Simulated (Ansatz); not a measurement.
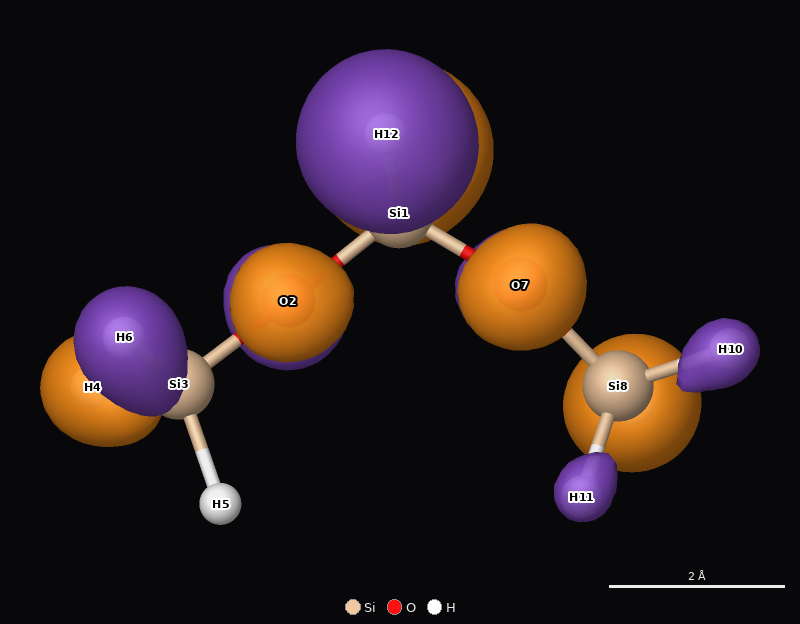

The picture shows: H8O2Si3. The HOMO at ±0.1 Å⁻³ᐟ² (orange and purple are the two phases), seen across its widest extent.

Method: RHF/6-31G* in Ansatz 0.2.0.

Input

```
crystal:
  periodic: [false, false, false]
  atoms:
    - { symbol: Si, position_ang: [0.0, 0.0, 0.0] }
    - { symbol: O, position_ang: [0.0, 0.0, 1.68] }
    - { symbol: Si, position_ang: [-1.3147, -0.4067, 2.6436] }
    - { symbol: H, position_ang: [-2.239, -1.2403, 1.8804] }
    - { symbol: H, position_ang: [-0.8506, -1.1432, 3.8157] }
    - { symbol: H, position_ang: [-1.9987, 0.8095, 3.0733] }
    - { symbol: O, position_ang: [1.5842, 0.0, -0.5594] }
    - { symbol: Si, position_ang: [2.4906, -1.3762, -0.8866] }
    - { symbol: H, position_ang: [1.6598, -2.3521, -1.5857] }
    - { symbol: H, position_ang: [3.6318, -1.0202, -1.7249] }
    - { symbol: H, position_ang: [2.9691, -1.9538, 0.366] }
    - { symbol: H, position_ang: [-0.6877, 1.1914, -0.4862] }
    - { symbol: H, position_ang: [-0.6877, -1.1914, -0.4862] }
basis:
  gaussian: { orbitals: "6-31G*" }
hamiltonian:
  xc: hf
relax:
  f_tol: 0.02
  max_steps: 40
output:
  orbitals: {}
```

Run with:

```sh
ansatz run input.yaml --threads 1 --pin off --max-ram 2048MiB --backend cpu --events-out ev --progress --plain --runs-dir out
```

The fields are those of the run's last geometry, not of the input's.

Where does this orbital lie, and at what energy?

Its weight (Hirshfeld) is mainly on Si1 (about 20 %), H13 (about 15 %), H12 (about 15 %), O7 (about 15 %) and O2 (about 10 %). Its energy is −11.90 eV.
